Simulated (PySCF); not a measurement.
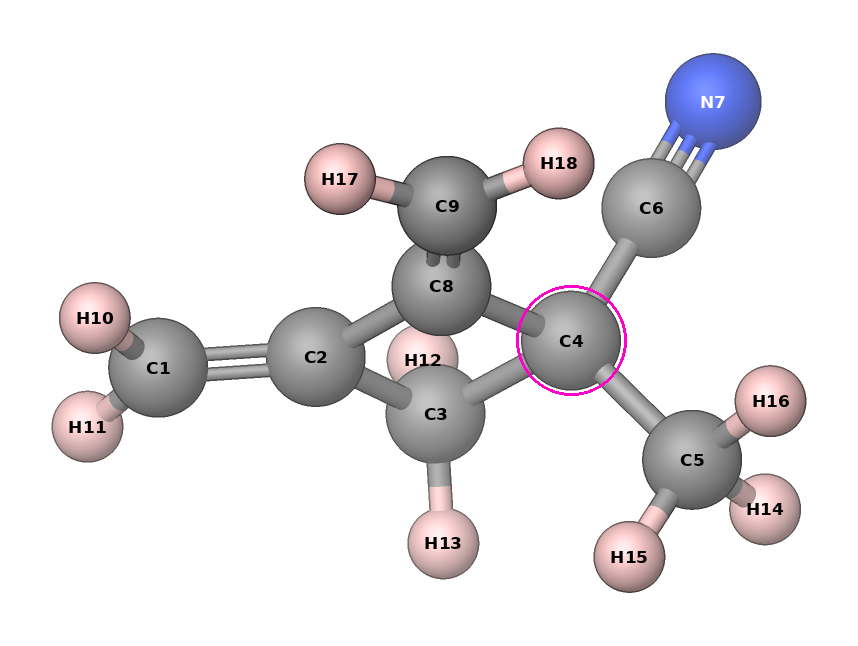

Distant atoms are faded towards the background colour. Circles mark the stereogenic atoms. The geometry was computed by an optimisation with GFN2-xTB. No frequency run is at hand to confirm it as a minimum.

**What are the Cahn–Ingold–Prelog descriptors?**

C4: R (priorities C6 > C8 > C3 > C5).
